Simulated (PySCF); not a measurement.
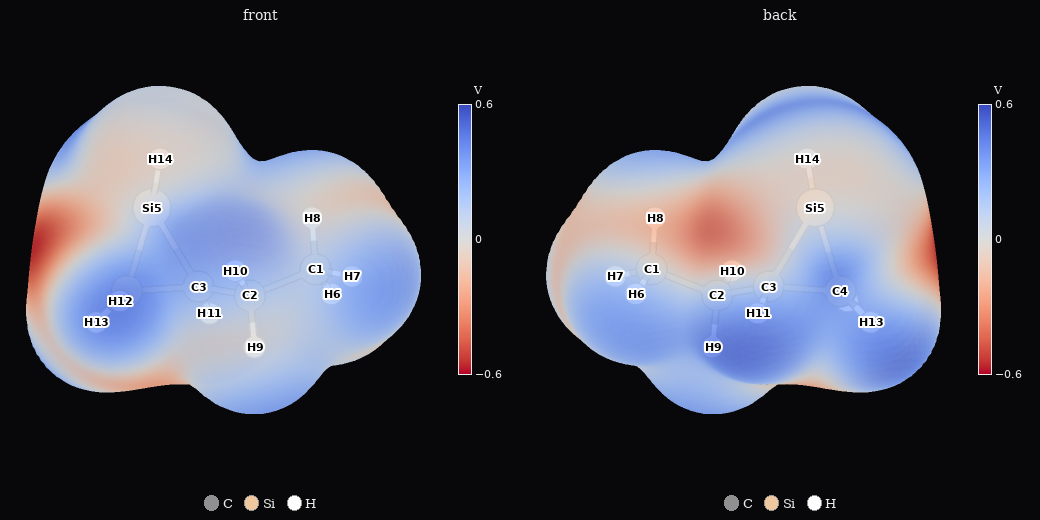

The picture shows: C$_{4}$H$_{9}$Si (doublet). The molecular electrostatic potential painted on the density surface at 0.001 e/bohr³, seen from the front and from behind; the colour scale runs from red (negative) to blue (positive).

Geometry: GFN2-xTB.

The calculation used UKS B3LYP, pcH-1 on C H Si, non-relativistic, mean-field spin-orbit, GIAO (PySCF 2.14.0, density-fitted response routines).

| atom | x (Å) | y (Å) | z (Å) |
| --- | --- | --- | --- |
| C | 1.8528 | 0.4800 | 0.2517 |
| C | 0.5649 | -0.2304 | 0.6534 |
| C | -0.3690 | -0.4060 | -0.5180 |
| C | -1.8525 | -0.7105 | -0.2048 |
| Si | -1.5686 | 0.9745 | -0.9994 |
| H | 2.3753 | -0.0868 | -0.5161 |
| H | 2.5150 | 0.5927 | 1.1074 |
| H | 1.6285 | 1.4675 | -0.1474 |
| H | 0.8107 | -1.2122 | 1.0741 |
| H | 0.0643 | 0.3443 | 1.4371 |
| H | 0.0596 | -1.0367 | -1.2906 |
| H | -2.0927 | -0.7764 | 0.8500 |
| H | -2.2812 | -1.5394 | -0.7522 |
| H | -1.7079 | 2.1388 | -0.1272 |

Q: Describe the electrostatic potential map.

A: The most negative region (about −0.5 V, or −12 kcal/mol for a unit charge) lies over C4, the most positive (about +0.5 V, or +12 kcal/mol for a unit charge) over H11 and H13.
